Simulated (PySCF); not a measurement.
# C3H2Cl3F3: a tour of settings, part 2 of 2

PySCF 2.14.0. Atoms count from 0.

### 5 Nuclear shieldings: PBE0/def2-SVPD

What the job is given:

```
{"job": {"kind": "nmr", "xc": "PBE0", "basis": "def2-SVPD", "pop": false, "scf": {"aux": "def2-universal-jkfit"}}, "charge": 0, "multiplicity": 1}
F      1.158137    -0.991899     1.308561
C      1.285042    -0.117298     0.296095
F      2.223705     0.756682     0.664298
F      1.757665    -0.792093    -0.743353
C     -0.049693     0.592302     0.032255
Cl     0.125221     1.582469    -1.439187
C     -1.213789    -0.385585    -0.093799
Cl    -1.057703    -1.395840    -1.545543
Cl    -2.733064     0.531209    -0.155132
H     -0.229259     1.270216     0.874168
H     -1.260837    -1.047492     0.775675
```

Method: GIAO PBE0/def2-SVPD NMR shielding, non-relativistic, gas phase.

Standard output:

```text
final grid: 114424 points
cycle   1  E = -1793.9153070661  dE =  1.374e+00  |g| = 9.289e-01  |ddm| = 4.691e+00
cycle   2  E = -1793.6382184911  dE =  2.771e-01  |g| = 1.549e+00  |ddm| = 3.513e+00
cycle   3  E = -1794.0848944361  dE = -4.467e-01  |g| = 9.873e-02  |ddm| = 2.296e+00
cycle   4  E = -1794.0862538374  dE = -1.359e-03  |g| = 6.232e-02  |ddm| = 2.600e-01
cycle   5  E = -1794.0871698050  dE = -9.160e-04  |g| = 1.154e-02  |ddm| = 1.276e-01
cycle   6  E = -1794.0871953979  dE = -2.559e-05  |g| = 2.300e-03  |ddm| = 1.795e-02
cycle   7  E = -1794.0871964745  dE = -1.077e-06  |g| = 7.287e-04  |ddm| = 5.296e-03
cycle   8  E = -1794.0871965964  dE = -1.219e-07  |g| = 1.757e-04  |ddm| = 1.559e-03
cycle   9  E = -1794.0871966033  dE = -6.919e-09  |g| = 4.921e-05  |ddm| = 3.593e-04
cycle  10  E = -1794.0871966038  dE = -5.166e-10  |g| = 1.265e-05  |ddm| = 1.095e-04
converged SCF energy = -1794.0871966038

GIAO shielding tensors (ppm)
atom      isotropic    diamagn.    paramagn.     s11        s22        s33       span
  0 F      275.294     465.506    -190.212    196.841    281.460    347.582    150.742
  1 C       69.199     226.371    -157.172     66.057     70.547     70.991      4.934
  2 F      268.763     464.115    -195.353    195.317    259.473    351.497    156.180
  3 F      277.469     463.758    -186.289    212.744    288.351    331.311    118.568
  4 C      124.791     250.873    -126.083    104.195    131.724    138.453     34.258
  5 Cl     853.554    1140.188    -286.634    725.038    744.858   1090.767    365.729
  6 C      113.623     230.268    -116.645     80.062    124.927    135.881     55.819
  7 Cl     733.295    1141.040    -407.745    488.099    691.348   1020.438    532.339
  8 Cl     712.736    1140.298    -427.561    413.543    677.876   1046.790    633.248
  9 H       27.149      24.618       2.531     24.189     25.456     31.801      7.612
 10 H       25.281      21.058       4.222     21.284     25.034     29.524      8.240
```

Wall time 18 s (1 thread of AMD EPYC 9R45, shared host); peak memory 0.89 GiB.

This run: δ C1 124.9, C6 80.5, C4 69.4, F0 -75.3, H10 6.60, H9 4.73 ppm (means over like atoms).

### 6 TDDFT and polarisability: OPBE/pcSseg-0 in cyclohexane

Same as in step 5 but for these lines:

```diff
@@ -1,2 +1,2 @@
-{"job": {"kind": "nmr", "xc": "PBE0", "basis": "def2-SVPD", "pop": false, "scf": {"aux": "def2-universal-jkfit"}}, "charge": 0, "multiplicity": 1}
+{"job": {"kind": "uv", "xc": "OPBE", "basis": "pcSseg-0", "solvent": "cyclohexane", "nstates": 12, "ntriplets": 5, "tda": false}, "charge": 0, "multiplicity": 1}
 F      1.158137    -0.991899     1.308561
```

Method: TDDFT OPBE/pcSseg-0, vertical, IEF-PCM cyclohexane (non-equilibrium linear response), core orbitals frozen in the response.

Standard output:

```text
coarse grid: 12632 points
cycle   1  E = -1792.5434571953  dE =  1.196e+00  |g| = 9.343e-01  |ddm| = 3.927e+00
cycle   2  E = -1791.9499355797  dE =  5.935e-01  |g| = 2.011e+00  |ddm| = 4.272e+00
cycle   3  E = -1792.7359767319  dE = -7.860e-01  |g| = 1.084e-01  |ddm| = 2.861e+00
cycle   4  E = -1792.7370746784  dE = -1.098e-03  |g| = 7.483e-02  |ddm| = 1.949e-01
cycle   5  E = -1792.7384820356  dE = -1.407e-03  |g| = 1.155e-02  |ddm| = 1.276e-01
cycle   6  E = -1792.7385090168  dE = -2.698e-05  |g| = 3.052e-03  |ddm| = 1.825e-02
cycle   7  E = -1792.7385110348  dE = -2.018e-06  |g| = 8.762e-04  |ddm| = 4.163e-03
final grid: 114424 points
cycle   8  E = -1792.8135467117  dE = -9.003e-05  |g| = 2.429e-02  |ddm| = 6.397e-02
cycle   9  E = -1792.8134604634  dE =  8.625e-05  |g| = 3.298e-02  |ddm| = 5.852e-02
cycle  10  E = -1792.8136276481  dE = -1.672e-04  |g| = 5.905e-03  |ddm| = 4.100e-02
cycle  11  E = -1792.8136358639  dE = -8.216e-06  |g| = 1.015e-03  |ddm| = 9.271e-03
cycle  12  E = -1792.8136361067  dE = -2.427e-07  |g| = 1.307e-04  |ddm| = 1.563e-03
cycle  13  E = -1792.8136361116  dE = -4.924e-09  |g| = 3.889e-05  |ddm| = 2.786e-04
cycle  14  E = -1792.8136361119  dE = -3.170e-10  |g| = 1.443e-05  |ddm| = 6.263e-05
converged SCF energy = -1792.8136361119

Static polarisability (au): isotropic 55.373, principal 51.287 53.641 61.190

Singlet excitations
state   eV       nm        f      main configurations
  1   6.1060    203.1   0.00437   H->L 0.88, H-1->L 0.10
  2   6.1832    200.5   0.01171   H-1->L 0.78, H->L 0.10, H-2->L 0.09
  3   6.2304    199.0   0.00570   H-2->L 0.89, H-1->L 0.08
  4   6.4265    192.9   0.00070   H-3->L 0.97
  5   6.6881    185.4   0.00160   H-4->L 0.92
  6   6.9170    179.2   0.00222   H-5->L 0.80, H->L+1 0.13
  7   7.0202    176.6   0.01102   H->L+1 0.49, H-1->L+1 0.44
  8   7.1991    172.2   0.00767   H-1->L+1 0.48, H->L+1 0.30, H-5->L 0.11
  9   7.2548    170.9   0.00397   H-2->L+1 0.79
 10   7.3353    169.0   0.00384   H-3->L+1 0.85
 11   7.5315    164.6   0.00292   H-2->L+2 0.75, H-1->L+2 0.10, H-4->L+1 0.09
 12   7.5793    163.6   0.00693   H->L+2 0.74

Triplet excitations (Tamm-Dancoff, eV): 5.7291 5.7900 5.8882 6.0128 6.3809
```

Run time: 5.1 s. Hardware: 1 thread of AMD EPYC 9R45, shared host; peak memory 0.52 GiB.

In short: HOMO -7.93 eV, LUMO -2.01 eV; lowest singlet 6.11 eV.

### 7 Side by side: NMR shifts

Isotropic shieldings (ppm) of some atoms, chosen among heavy atoms and hydrogens apart, means over like atoms, with basis size and wall time:

```
           run    C1    H10     H9     F0  Cl8  Cl7  Cl5  functions  time
 PBE0/pcSseg-1  55.8  25.33  27.21  256.6  662  686  816        184  14 s
PBE0/def2-SVPD  69.2  25.28  27.15  273.8  713  733  854        226  18 s
```

### 8 Side by side: electronic excitations

Excitations and ground-state properties, with basis size and wall time:

```
                         run  lowest singlet (eV)  brightest (eV)      f  gap (eV)  α (Å³)  μ (D)  functions   time
              PBE0/def2-SVPD                 6.69            6.77  0.014      8.15   11.72   1.70        226   21 s
OPBE/pcSseg-0 in cyclohexane                 6.11            6.18  0.012      5.92    8.21   2.53         97  5.1 s
```

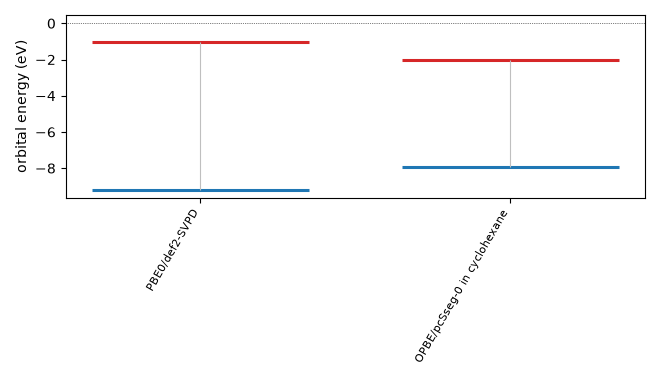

HOMO (blue) and LUMO (red) run by run.

### 9 Outcome

The summary covers parts 1 to 2.

```
                                                                 quantity                        value
                                   13C shifts against TMS (PBE0/pcSseg-1)        131.1, 85.2, 73.8 ppm
                                    1H shifts against TMS (PBE0/pcSseg-1)               6.39, 4.50 ppm
19F shifts against CFCl3 (PBE0/pcSseg-1, means over atoms taken as alike)                    -85.7 ppm
                                  35Cl shifts against HCl (PBE0/pcSseg-1)            287, 264, 134 ppm
                                          lowest singlet (PBE0/def2-SVPD)  6.69 eV (185 nm), f = 0.004
                                 brightest single state of those computed  state 2, 6.77 eV, f = 0.014
                                                           lowest triplet                      6.05 eV
                          largest coupling of the table (BHandHLYP/6-31G)     1J(F,C) F0–C1, -300.2 Hz
                                            range of the shielding of Cl8               662 to 713 ppm
                                              range of the lowest singlet              6.11 to 6.69 eV
```

**Reading.** Single values in the summary come from the first run of each kind that ended normally (PBE0/pcSseg-1; PBE0/def2-SVPD; BHandHLYP/6-31G), which need not be the best level. C6 stands next to heavy halogen, whose spin-orbit shielding this run leaves out, so the computed shift lies too far downfield, most of all for carbon beside Br or I. The most deshielded hydrogen is H10 (hydrogen on an sp3 CH bonded to 2 Cl), at 6.39 ppm: its carbon carries Cl, an electronegative neighbour. At PBE0/pcSseg-1: The largest span, 695 ppm, is at Cl8, where the paramagnetic term is -482 ppm. The lowest singlet, at 6.69 eV, is HOMO→LUMO 0.51, HOMO−1→LUMO 0.44 and is weak; of the 6 states computed, the strongest absorption comes from state 2 at 6.77 eV. The lowest triplet lies 0.64 eV below the lowest singlet (triplets in Tamm-Dancoff, singlets in full TDDFT). Of the pairs tabulated at BHandHLYP/6-31G, F0–C1 (mean over like pairs) couples most strongly (-300.2 Hz; Fermi contact -280.3 Hz). Couplings across rotatable bonds belong to this one conformer; where others are populated, the observed values are averages. Density functionals describe couplings to fluorine poorly, F–F couplings above all, so those rows are rough. The lowest singlet runs from 6.11 eV (OPBE/pcSseg-0 in cyclohexane) to 6.69 eV (PBE0/def2-SVPD), while the orbital gap spans 5.92 to 8.15 eV. The lowest state need not be the same one in every run. The runs solved for a few states only, so the brightest column depends on that window. Couplings from bases without tight functions are rough.
